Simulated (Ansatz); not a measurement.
The relaxed structure here is a generated cell of SnO: the first start was made by placing the elements on the sites of a structure type, and the end was not matched to a known phase here, so it may be hypothetical. Known forms of SnO include space group No. 129.

One stationary structure of SnO. Level of theory: PBEsol (plane waves to 420 eV, PAW, scalar-relativistic; Ansatz, an electronic-structure program).

P6₃mc (No. 186), hP4, AFLOW prototype AB_hP4_186_b_a (B12, as in BN); a = 3.3418 Å, b = 3.3418 Å, c = 7.6009 Å, α = 90.00°, β = 90.00°, γ = 120.00°.

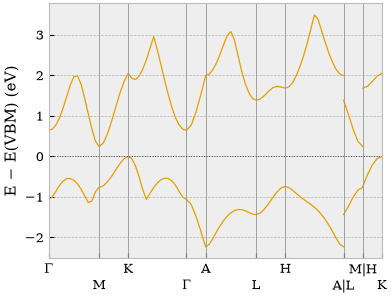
Fig. 1. Highest filled and lowest empty band along the path of this cell's Brillouin zone

Task: Read off the gap and say whether it is direct.

Result: 0.24 eV, indirect (valence top at K, conduction bottom at M) (no spin-orbit coupling).

Task: How far does the top valence band disperse along this path?

Result: About 2.2 eV.

No spin polarisation in the result.

It was reached from a disturbed copy of a P6₃mc (No. 186) cell, against which it lies -0.029 eV/atom.
